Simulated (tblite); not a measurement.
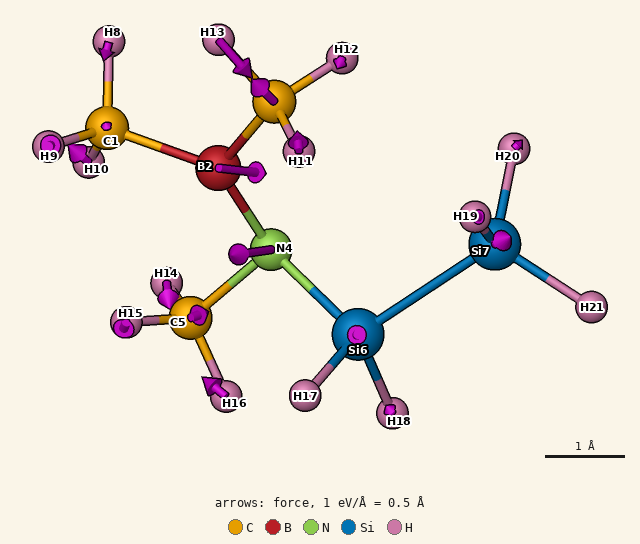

Starting geometry of C3H14BNSi2 with the computed forces as purple arrows. Style: ball-and-stick. Shown at a tilt.

Method: tblite, GFN2-xTB geometry optimisation, gas phase. 

Is this structure relaxed? If not, where do the atoms go?

It isn't relaxed: the largest force vector, on the N atom, is 2.76 eV/Å. The final displacements have little in common with the starting forces (cosine between the two patterns 0.19). The atom that moves furthest after the best rigid fit is an H atom (0.93 Å). By element the largest moves are H 0.93 Å, N 0.70 Å, Si 0.49 Å, C 0.42 Å, B 0.21 Å. Near-neighbour distances that change, for instance: B–N 1.503 → 1.409 Å, Si–Si 2.242 → 2.309 Å, C–H 1.142 → 1.088 Å, C–H 1.124 → 1.093 Å. Bond angles that change, for instance: C–N–Si 106.1° → 118.1°, B–N–C 109.1° → 118.7°, B–N–Si 114.8° → 123.1°. Groups turn about B–C by about 45°, B–C by about 25°. The energy falls by 98.3 kJ/mol in 180 geometry steps. The run took 2.5 s on 1 thread of Arm Neoverse N1, on a shared host.
